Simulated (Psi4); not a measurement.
**BPH4F− (SMILES F[BH2-]P) at 5 levels**

We compute a comparison of 5 runs (PW91/DZ, B3LYP/6-31G*, revPBE0/aug-pcseg-0, PBE0/def2-SVP, QCISD/cc-pVDZ) of BPH4F−. 

The calculation is run with Psi4 1.11.

6 further runs of the same task are left out: 2 that didn't finish, 4 set aside as unsound or not needed.

## Step 1: The system as given

BPH4F− has 7 atoms, charge -1, and is taken as a singlet. SMILES: `F[BH2-]P`. The coordinates come from a GFN2-xTB (4 decimals) relaxation. This is one conformer, not always the lowest.

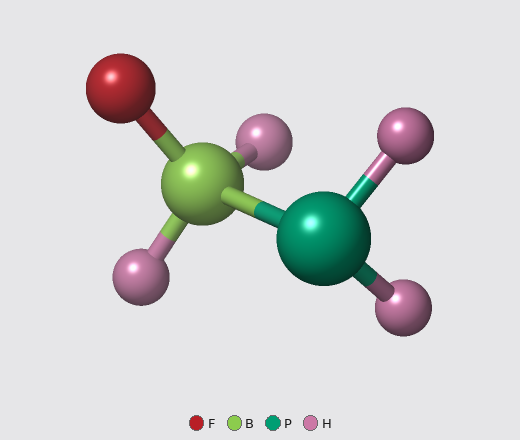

Viewed from a chosen angle; fluorine red, boron green, phosphorus teal, hydrogen pink.

## Step 2: The energy at PW91/DZ (sfX2C, density fitting, Cartesian functions) (run 1)

File bfh4p.sdf:

```

     RDKit          3D

  7  6  0  0  0  0  0  0  0  0999 V2000
   -1.7386   -0.7175    0.3122 F   0  0  0  0  0  0  0  0  0  0  0  0
   -0.5963   -0.3035   -0.4168 B   0  0  0  0  0  0  0  0  0  0  0  0
    0.9800   -0.1564    0.8455 P   0  0  0  0  0  0  0  0  0  0  0  0
   -0.3055   -1.1482   -1.2376 H   0  0  0  0  0  0  0  0  0  0  0  0
   -0.7975    0.7853   -0.9077 H   0  0  0  0  0  0  0  0  0  0  0  0
    0.6471    1.0423    1.4510 H   0  0  0  0  0  0  0  0  0  0  0  0
    1.8108    0.4980   -0.0466 H   0  0  0  0  0  0  0  0  0  0  0  0
  2  1  1  0
  3  2  1  0
  4  2  1  0
  5  2  1  0
  6  3  1  0
  7  3  1  0
M  CHG  1   2  -1
M  END
$$$$
```

File run_ase.py:

```python
import numpy as np
from ase.calculators.psi4 import Psi4
from ase.io import read

a = read('bfh4p.sdf')
calc = Psi4(atoms=a, method='pw91', basis='DZ', memory='1600MB', num_threads=1, charge=-1, multiplicity=1, label='psi4-calc')
calc.psi4.set_options({'relativistic': 'x2c'})
a.calc = calc

print(f'energy: {a.get_potential_energy():.6f} eV')
```

Command:

```
$ python run_ase.py
```

psi4-calc.dat:

```text
[...]
  Running in c1 symmetry.
[...]
  Nuclear repulsion =   93.969796505115553
[...]
  Multiplicity = 1
[...]
  Nalpha       = 17
  Nbeta        = 17
[...]
    Number of basis functions: 46
[...]
    WARNING: The X2C and Dirac Hamiltonians have substatially different eigenvalues!
             This is probably caused by the recontraction of the basis set.
[...]
   @DF-RKS iter   1:  -469.00339724918393   -2.87425e-01   1.50032e-02 ADIIS/DIIS
[...]
   @DF-RKS iter   9:  -469.26554965218463   -5.15479e-09   1.99633e-07 DIIS
[...]
  @DF-RKS Final Energy:  -469.26554965218463
   => Energetics <=
    Nuclear Repulsion Energy =             93.9697965051155535
    One-Electron Energy =                -842.9148661407571126
    Two-Electron Energy =                 319.2829900569220172
    DFT Exchange-Correlation Energy =     -39.6034700734651395
    Empirical Dispersion Energy =           0.0000000000000000
    VV10 Nonlocal Energy =                  0.0000000000000000
    Total Energy =                       -469.2655496521846317
[...]
 Multipole Moments:
 ------------------------------------------------------------------------------------
     Multipole            Electronic (a.u.)      Nuclear  (a.u.)        Total (a.u.)
 ------------------------------------------------------------------------------------
 L = 1.  Multiply by 2.5417464519 to convert [e a0] to [Debye]
 Dipole X            :         -2.2494834            2.6902870            0.4408036
 Dipole Y            :         -2.1435570            2.5099692            0.3664122
 Dipole Z            :          2.0889100           -1.7538210            0.3350890
 Magnitude           :                                                    0.6639657
[...]
```

The script printed:

```text
energy: -12769.366020 eV
```

It took 4.2 s on 1 thread of Intel Xeon Platinum 8375C at 2.90GHz (Ice Lake), shared host; peak memory 0.37 GiB.

## Step 3: The energy at B3LYP/6-31G(d) (spherical functions) (run 2)

File run.py:

```python
import psi4

psi4.set_memory('1600 MB')
psi4.set_num_threads(1)
psi4.set_output_file('psi4.out', False)

m = psi4.geometry("""
-1 1
F     -1.738560    -0.717540     0.312240
B     -0.596340    -0.303470    -0.416790
P      0.980010    -0.156390     0.845530
H     -0.305490    -1.148250    -1.237630
H     -0.797480     0.785350    -0.907670
H      0.647050     1.042340     1.450960
H      1.810810     0.497950    -0.046640
symmetry c1
no_reorient
no_com
""")

psi4.set_options({
    'basis': '6-31G*',
    'puream': True,
    'e_convergence': 1e-09,
    'd_convergence': 1e-08,
    'scf_type': 'pk',
    'dft_radial_points': 99,
    'dft_spherical_points': 590,
})

result, w = psi4.energy("b3lyp", molecule=m, return_wfn=True)
psi4.oeprop(w, "LOWDIN_CHARGES", "MULLIKEN_CHARGES", "WIBERG_LOWDIN_INDICES")
print(f'total energy {result:.8f} hartree = {result * 27.211386:.5f} eV')
```

Command:

```
$ python run.py
```

psi4.out:

```text
[...]
  Running in c1 symmetry.
[...]
  Nuclear repulsion =   93.969401461991964
[...]
  Multiplicity = 1
[...]
  Nalpha       = 17
  Nbeta        = 17
[...]
    Number of basis functions: 54
[...]
   @RKS iter   1:  -468.34058827978703   -4.26497e-01   9.73902e-03 ADIIS/DIIS
[...]
   @RKS iter  11:  -468.51207077404791   -5.68434e-13   5.11290e-09 DIIS
[...]
  @RKS Final Energy:  -468.51207077404791
   => Energetics <=
    Nuclear Repulsion Energy =             93.9694014619919642
    One-Electron Energy =                -842.2338740545194469
    Two-Electron Energy =                 311.7283683669029983
    DFT Exchange-Correlation Energy =     -31.9759665484234468
    Empirical Dispersion Energy =           0.0000000000000000
    VV10 Nonlocal Energy =                  0.0000000000000000
    Total Energy =                       -468.5120707740479133
[...]
 Multipole Moments:
 ------------------------------------------------------------------------------------
     Multipole            Electronic (a.u.)      Nuclear  (a.u.)        Total (a.u.)
 ------------------------------------------------------------------------------------
 L = 1.  Multiply by 2.5417464519 to convert [e a0] to [Debye]
 Dipole X            :          5.2333236           -4.8635881            0.3697355
 Dipole Y            :         18.0778061          -17.2790321            0.7987740
 Dipole Z            :        -24.2887688           23.9393907           -0.3493781
 Magnitude           :                                                    0.9470001
[...]
```

Standard output:

```text
total energy -468.51207077 hartree = -12748.86280 eV
```

It took 8.4 s on 1 thread of Intel Xeon Platinum 8375C at 2.90GHz (Ice Lake), shared host; peak memory 0.78 GiB.

Runs 3 to 4 aren't shown in full; the table further down has their settings and results.

## Step 4: The energy at QCISD/cc-pVDZ (density fitting) (run 5)

File input.dat:

```
memory 1.6 GB

molecule m {
  -1 1
  F     -1.738560    -0.717540     0.312240
  B     -0.596340    -0.303470    -0.416790
  P      0.980010    -0.156390     0.845530
  H     -0.305490    -1.148250    -1.237630
  H     -0.797480     0.785350    -0.907670
  H      0.647050     1.042340     1.450960
  H      1.810810     0.497950    -0.046640
  symmetry c1
  no_reorient
  no_com
}

set globals {
  basis       cc-pVDZ
  reference   rhf
  scf_type    disk_df
  freeze_core false
}

energy("qcisd")
```

Command:

```
$ psi4 -i input.dat -o output.dat -n 1
```

output.dat:

```text
[...]
  Running in c1 symmetry.
[...]
  Nuclear repulsion =   93.969401461991964
[...]
  Multiplicity = 1
[...]
  Nalpha       = 17
  Nbeta        = 17
[...]
    Number of basis functions: 66
[...]
   @DF-RHF iter   1:  -467.15523806545093   -7.81246e-01   5.46825e-03 ADIIS/DIIS
[...]
   @DF-RHF iter  11:  -467.23890889834661   -5.74119e-12   6.23874e-09 DIIS
[...]
  @DF-RHF Final Energy:  -467.23890889834661
   => Energetics <=
    Nuclear Repulsion Energy =             93.9694014619919642
    One-Electron Energy =                -841.7675038158984080
    Two-Electron Energy =                 280.5591934555598073
    Total Energy =                       -467.2389088983466081
[...]
 Multipole Moments:
 ------------------------------------------------------------------------------------
     Multipole            Electronic (a.u.)      Nuclear  (a.u.)        Total (a.u.)
 ------------------------------------------------------------------------------------
 L = 1.  Multiply by 2.5417464519 to convert [e a0] to [Debye]
 Dipole X            :          5.3936041           -4.8635881            0.5300159
 Dipole Y            :         18.0074235          -17.2790321            0.7283914
 Dipole Z            :        -24.2257021           23.9393907           -0.2863114
 Magnitude           :                                                    0.9452223
[...]
      * MP2 total energy:                   -467.675927807904
[...]
      * MP3 total energy:                   -467.706773802471
[...]
      * QCISD total energy:                 -467.715821853642
[...]
```

Wall time 9 s (1 thread of Intel Xeon Platinum 8375C at 2.90GHz (Ice Lake), shared host); peak memory 0.4 GiB.

## Step 5: All runs side by side

```
run                                                  level  integrals  integral approximation  energy (Eh)  HOMO energy (eV)  LUMO energy (eV)  HOMO–LUMO gap (eV)  wall time
  1  PW91/DZ (sfX2C, density fitting, Cartesian functions)         df       program's default  -469.265550              0.37              6.03                5.67      4.2 s
  2                     B3LYP/6-31G* (spherical functions)         pk                    none  -468.512071             -0.41              6.53                6.94      8.4 s
  3                  revPBE0/aug-pcseg-0 (IEF-PCM benzene)     direct                    none  -467.709364             -4.14              1.64                5.78      6.9 s
  4                                          PBE0/def2-SVP         pk                    none  -468.051168             -0.80              6.75                7.55      9.9 s
  5                        QCISD/cc-pVDZ (density fitting)    disk_df       program's default  -467.715822             -3.48              9.87               13.34        9 s
```

## Step 6: What came out

| quantity | value |
| --- | --- |
| run 5: total energy | -467.71582 Eh |
| run 5: HOMO energy (Hartree–Fock orbitals) | -3.48 eV |
| run 5: LUMO energy (Hartree–Fock orbitals) | 9.87 eV |
| run 5: HOMO–LUMO gap (to an unbound level, set by the basis) | 13.34 eV |
| run 5: correlation energy | -476.9 mEh |
| run 5: T1 diagnostic | 0.009 |

Over runs 1, 2, 3, 4 the HOMO–LUMO gap runs from 5.67 eV (PW91/DZ) to 7.55 eV (PBE0/def2-SVP). The two ends differ in method and basis and Hamiltonian. The empty levels of an anion lie above zero and hang on the basis. Totals of different functionals can't be ranked against each other. Some runs of one species differ in core potentials or relativity; totals across that change don't compare. In run 1 the HOMO lies above zero, so the outermost electron may be held by the basis alone. All runs together took 38 s, the longest 9.9 s.
